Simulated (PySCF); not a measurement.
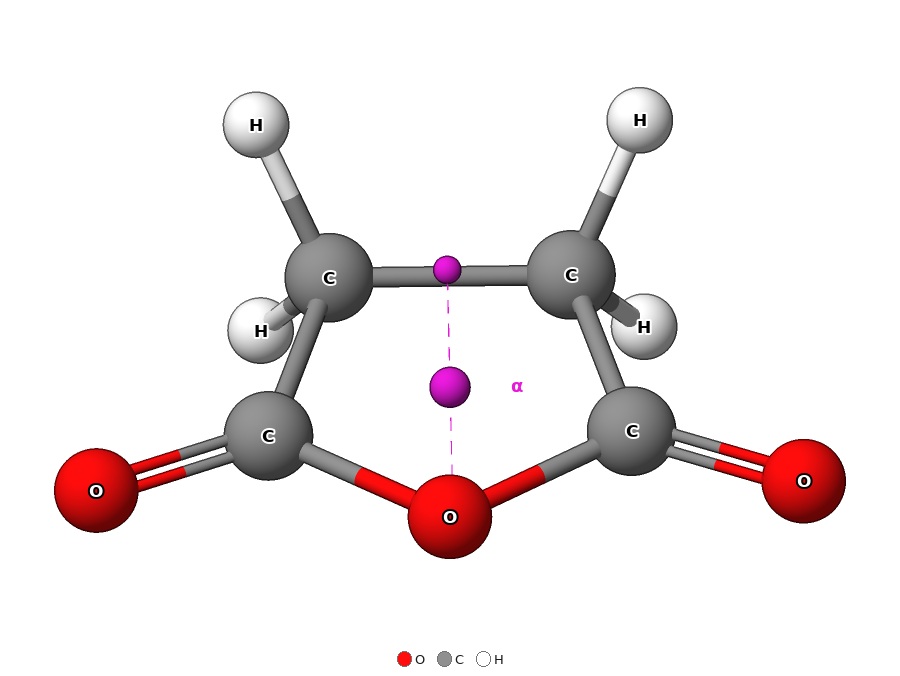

The small points mark where nucleus-independent chemical shifts (NICS) were computed: at the centre of each lettered ring and 1 Å above and below it. The computed structure is the end point of a PBE0-D3(BJ)/def2-TZVP optimisation. No frequency run is at hand to confirm it as a minimum. Method: GIAO B97-2/pcSseg-2 NMR shielding, non-relativistic, gas phase (PySCF 2.14.0).

Give NICS(0), NICS(1) and the out-of-plane component NICS(1)zz for each ring (means of the two sides).

| ring | members | NICS(0) | NICS(1) | NICS(1)zz |
| --- | --- | --- | --- | --- |
| α | C4O | −0.7 | −1.9 | −3.0 |

Values in ppm.

### What do the values say about the ring currents?

Ring α: weak, as in a non-aromatic ring. NICS is one index among several.
